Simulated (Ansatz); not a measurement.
# Fields on a plane of Hf3N4 (space group I-43d)

```yaml
crystal:
  lattice:
    - [-3.32557, 3.32557, 3.32557]
    - [3.32557, -3.32557, 3.32557]
    - [3.32557, 3.32557, -3.32557]
  atoms:
    - { symbol: Hf, position: [0.87500, 0.25000, 0.12500] }
    - { symbol: Hf, position: [0.75000, 0.37500, 0.62500] }
    - { symbol: Hf, position: [0.62500, 0.75000, 0.37500] }
    - { symbol: Hf, position: [0.25000, 0.12500, 0.87500] }
    - { symbol: Hf, position: [0.12500, 0.87500, 0.25000] }
    - { symbol: Hf, position: [0.37500, 0.62500, 0.75000] }
    - { symbol: N, position: [0.50000, 0.00000, 0.63945] }
    - { symbol: N, position: [0.00000, 0.13945, 0.50000] }
    - { symbol: N, position: [0.86055, 0.86055, 0.86055] }
    - { symbol: N, position: [0.13945, 0.50000, 0.00000] }
    - { symbol: N, position: [0.00000, 0.63945, 0.50000] }
    - { symbol: N, position: [0.50000, 0.00000, 0.13945] }
    - { symbol: N, position: [0.63945, 0.50000, 0.00000] }
    - { symbol: N, position: [0.36055, 0.36055, 0.36055] }
```

The slice is a {211} plane (indices of the conventional cell) through the point (0.375, 0.625, 0.750) (fractional), spanned by u = [111] and v = [1 0 -1] in vectors of this cell: u (5.76 Å) and v (9.41 Å, at 90° to u). It covers one period; positions are fractions (u, v).

Atoms on it: Hf at (0.50, 0.38); Hf at (0.00, 0.00). Other atoms lie within 1 Å of the plane.

Method: PBEsol (plane waves to 420 eV, PAW, scalar-relativistic; Ansatz, an electronic-structure program). k mesh 6×6×6. Near the nuclei the fields are pseudised (PAW); where an atom keeps semicore shells as valence, they peak there. Hf3N4 is run without spin polarisation. Hf3N4 was relaxed with its symmetry unable to fall. Spin-orbit coupling is left out, though Hf is heavy.

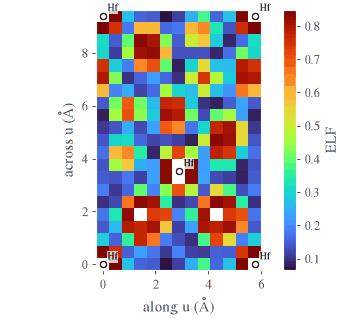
Figure: Electron localisation function (ELF), one period of the plane, atoms marked. Points within 0.4 Å of a nucleus are left white, as the pseudised field means little there.

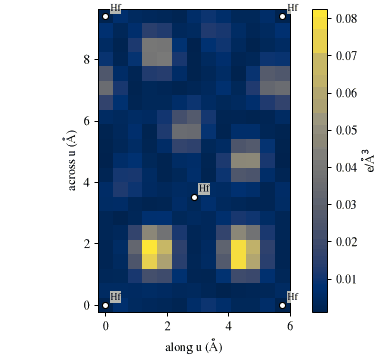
*Density of the highest valence band (whole band, smooth part) in e/Å³, one period of the plane, atoms marked. *
